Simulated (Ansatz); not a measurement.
```xyz
9

C    -1.5387    1.4252    2.1147
C     0.3539    0.3258   -0.5612
Al   -0.0563    0.4635    1.3474
Br    1.3282   -0.6027    2.8356
H    -1.7408    1.4825    3.1850
H    -2.2743    1.9766    1.5255
H     1.3547    0.7189   -0.7793
H    -0.3663    0.8770   -1.1773
H     0.3481   -0.7206   -0.8911
```

Geometry: B3LYP/6-31G*.

All numbers below come from isolated molecule in a Gaussian basis; Kohn-Sham density functional theory, functional PBE0 in Ansatz 0.2.0.

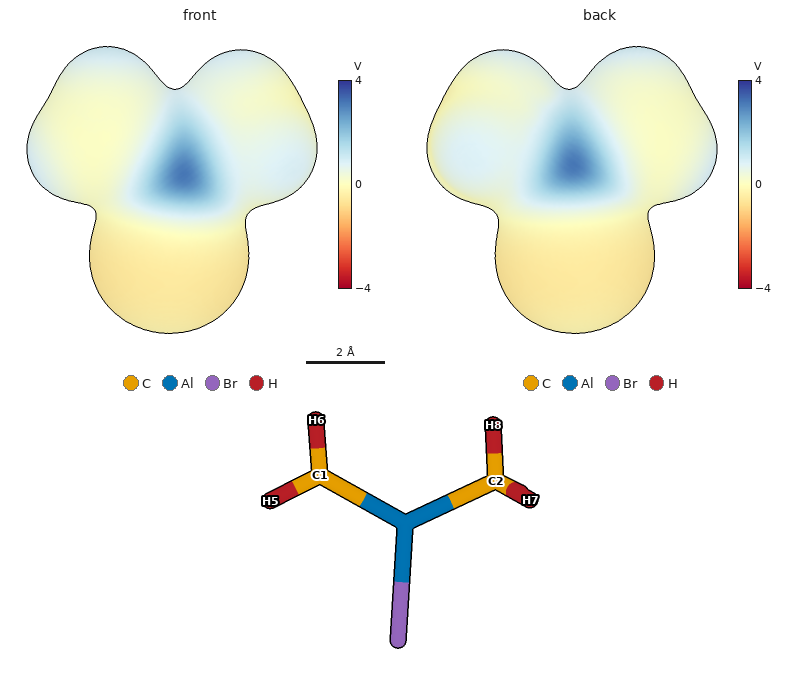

C₂H₅AlBr (SMILES [CH2][Al]([CH3])[Br]) (doublet). The molecular electrostatic potential painted on the density surface at 0.002 e/bohr³, seen from the front and from behind; red is negative and blue positive. The bare structure is drawn below in the same view.

Describe the electrostatic potential map.

Answer. The most negative region (about −0.6 V) lies over Br4, the most positive (about +3.1 V) over Al3.

How polar is the molecule by this calculation?

Answer. Its dipole moment is 2.30 D.
